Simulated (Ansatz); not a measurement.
CH5BClNO: several calculations on one system

## 1. Relaxation

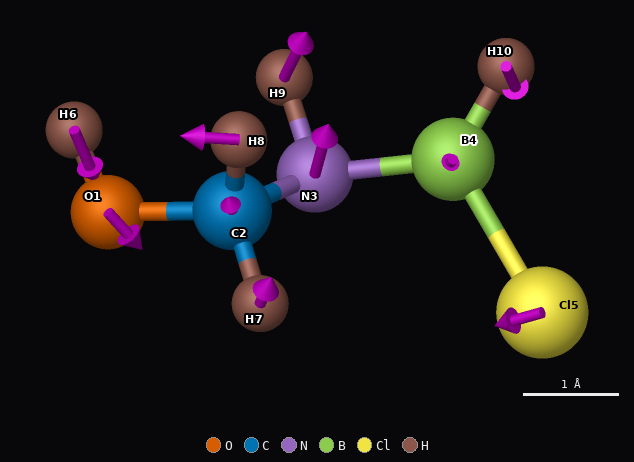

A relaxation of CH5BClNO. The starting structure is drawn; purple arrows show the displacements, at their true length. The two geometries are superimposed by the best rigid fit.

Style: ball-and-stick. Shown at a tilt.

The run prepares an end point of a later path (torsion) calculation, from a guessed geometry.

All numbers below come from Ansatz 0.2.0, RKS r2SCANh-D4/def2-SVP.

Input file:
```yaml
crystal:
  periodic: [false, false, false]
  atoms:
    - { symbol: O, position_ang: [-0.4718, 1.2937, 1.536] }
    - { symbol: C, position_ang: [-0.5372, 0.2265, 0.6673] }
    - { symbol: "N", position_ang: [0.397, 0.4337, -0.4318] }
    - { symbol: B, position_ang: [0.4747, -0.7491, -1.3807] }
    - { symbol: Cl, position_ang: [-1.0522, -1.0421, -2.4964] }
    - { symbol: H, position_ang: [0.3113, 1.2872, 2.0607] }
    - { symbol: H, position_ang: [-1.5348, 0.1357, 0.2582] }
    - { symbol: H, position_ang: [-0.261, -0.6814, 1.2376] }
    - { symbol: H, position_ang: [1.3906, 0.4732, 0.0462] }
    - { symbol: H, position_ang: [1.3666, -1.4285, -1.4942] }
basis:
  gaussian: { orbitals: def2-SVP }
hamiltonian:
  xc: r2scanh
  dispersion: d4
relax:
  f_tol: 0.015
  max_steps: 40
output:
  orbitals: {}
```

Launched with:
```bash
ansatz run input.yaml --threads 2 --pin off --max-ram 3072MiB --backend cpu --events-out ev --progress --plain --runs-dir out
```

### Describe the change and its energy.

After 18 accepted moves (20 points after the start) the energy has fallen by 138.5 kJ/mol. Largest force component: 3.7 eV/Å at the start, 0.0068 eV/Å at the end. The line search rejected the trial steps at points 13, 16 of the run. H9 moves most after the best rigid fit: 0.93 Å. Largest moves by element: H 0.93 Å, N 0.87 Å, Cl 0.61 Å, O 0.61 Å, C 0.24 Å, B 0.20 Å. Among the contacts that change: B4–Cl5 1.914 → 1.771 Å, N3–B4 1.518 → 1.395 Å, N3–H9 1.103 → 1.014 Å, B4–H10 1.127 → 1.202 Å. Among the angles between lasting bonds that change: C2–N3–B4 113.2° → 127.8°, B4–N3–H9 104.6° → 117.0°, C2–N3–H9 104.8° → 115.1°. The run took 63 s on 2 threads of Intel(R) Xeon(R) Platinum 8375C CPU @ 2.90GHz (Ice Lake) (shared host), peak memory 0.25 GiB.

## 2. Relaxation

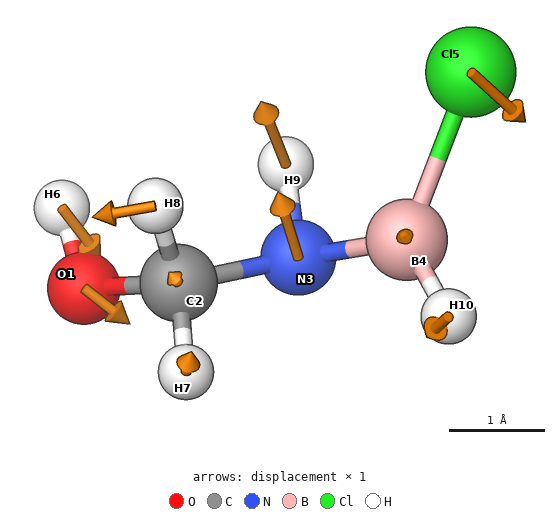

A relaxation of CH5BClNO. The starting structure is drawn; orange arrows show the displacements, at their true length. The two geometries are superimposed by the best rigid fit.

The picture is a ball-and-stick view, seen at a tilt.

The run prepares an end point of a later path (torsion) calculation, from a guessed geometry.

The calculation used RKS r2SCANh-D4/def2-SVP in Ansatz 0.2.0. (no spin polarisation; force threshold 0.015 eV/Å; at most 40 steps)

> What did the optimiser do to the structure, and how much energy did it gain?

The atom that moves furthest after the best rigid fit is H9 (1.13 Å). Largest moves by element: H 1.13 Å, N 1.00 Å, Cl 0.99 Å, O 0.66 Å, C 0.20 Å, B 0.18 Å. Among the contacts that change: B4–Cl5 1.914 → 1.773 Å, N3–B4 1.518 → 1.393 Å, N3–H9 1.103 → 1.015 Å, B4–H10 1.127 → 1.201 Å. Bond angles that change, for instance: B4–N3–H9 104.6° → 119.1°, C2–N3–B4 113.2° → 125.0°, C2–N3–H9 104.8° → 115.7°. Over 16 accepted moves (18 points after the start) the energy falls by 1.407 eV. Largest force component: 3.2 eV/Å at the start, 0.012 eV/Å at the end. The line search rejected the trial steps at points 7, 14 of the run.

## 3. Path

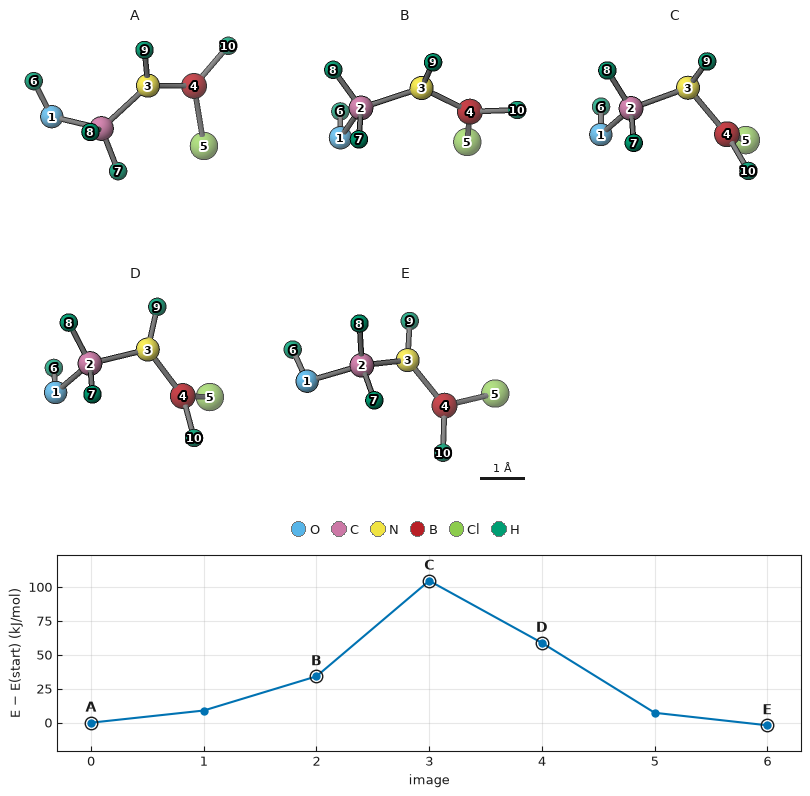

A nudged-elastic-band calculation for CH5BClNO. Images are numbered from 0 (start) to 6 (end). Frames A to E are images 0, 2, 3, 4, 6. The picture is a ball-and-stick view, seen at a tilt.

These are results of RKS r2SCANh-D4/def2-SVP in Ansatz 0.2.0, not measurements. Settings: 5 movable images; climbing image; force threshold 0.05 eV/Å; iteration limit 60; starting path through a guess of the saddle point.

Describe the mechanism and the energy profile.

Answer. The motion is a rotation about the N3–B4 bond by about 180°. No bond forms or breaks between the ends. Bond angles that change up to the highest image, for instance: C2–N3–B4 127.8° → 114.0°, N3–C2–H7 108.2° → 113.9°. The energy climbs by 104.6 kJ/mol to image 3 and then falls by 106.6 kJ/mol, so the end point sits at −1.9 kJ/mol. The band converged in 32 iterations. The largest component of the band force went from 33 to 0.039 eV/Å. The climbing image converged on the top of the path. Its vibrational analysis gives one imaginary mode (307i cm⁻¹), as a transition state must have.

Cost: 6.9 min on 2 threads of Intel(R) Xeon(R) Platinum 8375C CPU @ 2.90GHz (Ice Lake), with other jobs on the host, peak memory 0.24 GiB.
